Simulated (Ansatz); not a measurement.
Al2H4

Input file:

```
crystal:
  periodic: [false, false, false]
  atoms:
    - { symbol: Al, position_ang: [-0.6159, -1.1018, -0.1009] }
    - { symbol: Al, position_ang: [0.6454, 1.0417, 0.1049] }
    - { symbol: H, position_ang: [-2.1131, -1.1907, 0.5996] }
    - { symbol: H, position_ang: [-0.017, -2.2593, -0.9826] }
    - { symbol: H, position_ang: [0.37159, -1.86709, 0.79954] }
    - { symbol: H, position_ang: [0.0756, 2.2735, 0.9707] }
basis:
  gaussian: { orbitals: def2-SVP }
hamiltonian:
  xc: pbe
  dispersion: d4
relax:
  f_tol: 0.02
  max_steps: 50
output:
  orbitals: {}
```

Run with:

```sh
ansatz run input.yaml --threads 1 --pin off --max-ram 2048MiB --backend cpu --events-out ev --progress --plain --runs-dir out
```

The fields are those of the relaxed geometry.

Computed with RKS PBE-D4/def2-SVP (Ansatz).

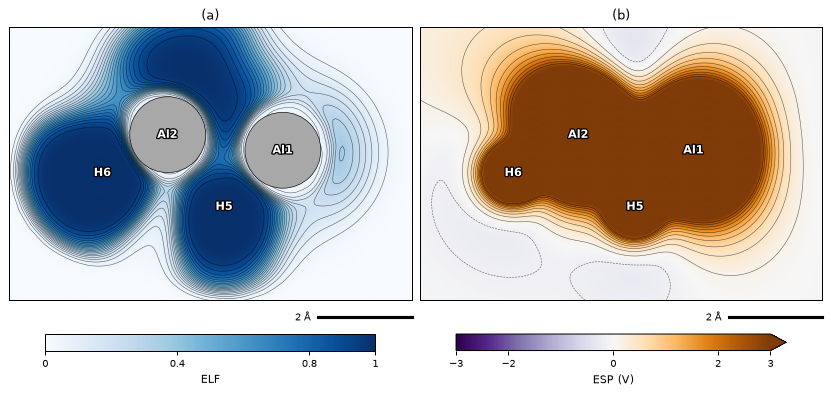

Figure 1. (a) ELF; (b) electrostatic potential on the plane of atoms Al2, Al1 and H5. Grey discs cover the atomic cores in the ELF map.

> What do the fields say about this system?

The plane passes through Al and H nuclei. Al2···H5 (1.95 Å): the ELF climbs to about 1 towards the hydrogen. Al–Al (2.48 Å): the ELF peaks at about 0.85 between the atoms: localised, covalent bonding. Al–H (1.62 Å): the ELF climbs to about 1 towards the hydrogen. The ELF also peaks beside Al2, away from the bonds: lone-pair regions. Outside the dense part of the molecule the potential is most negative (−0.4 V) near H3 and H4, which lies off the plane.

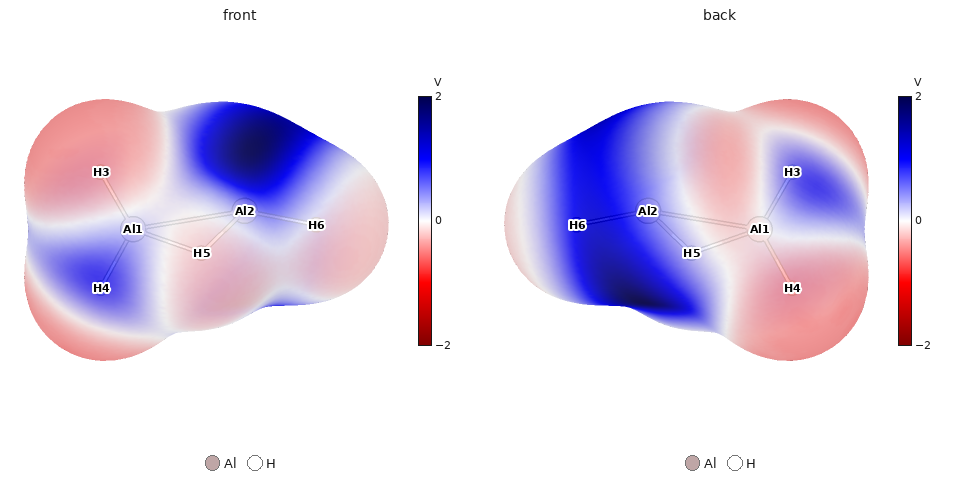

Figure 2. The electrostatic potential painted on the density surface at 0.001 e/bohr³, seen from the front and from behind; red is negative and blue positive.

> Which sites attract a positive test charge, and which a negative one?

A positive charge is drawn to the negative regions and a negative charge to the positive ones. The most negative region (about −0.4 V) lies over H3 and H4, the most positive (about +2.0 V) over Al2.

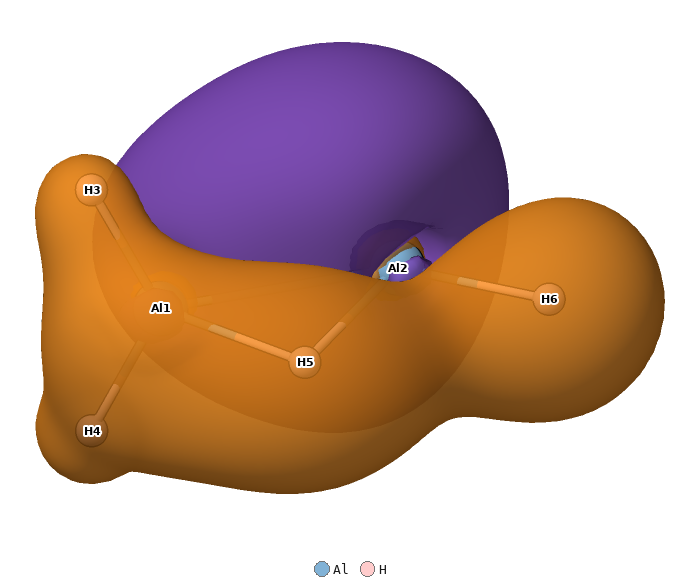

Figure 3. One frontier orbital at ±0.06 Å⁻³ᐟ² (orange and purple are the two phases), seen at a tilt.

> Which orbital is it: HOMO or LUMO?

The HOMO, at −5.60 eV. Its weight (Hirshfeld) is mainly on Al2 (about 55 %), Al1 (about 25 %), H5 (about 10 %) and H6 (about 10 %).
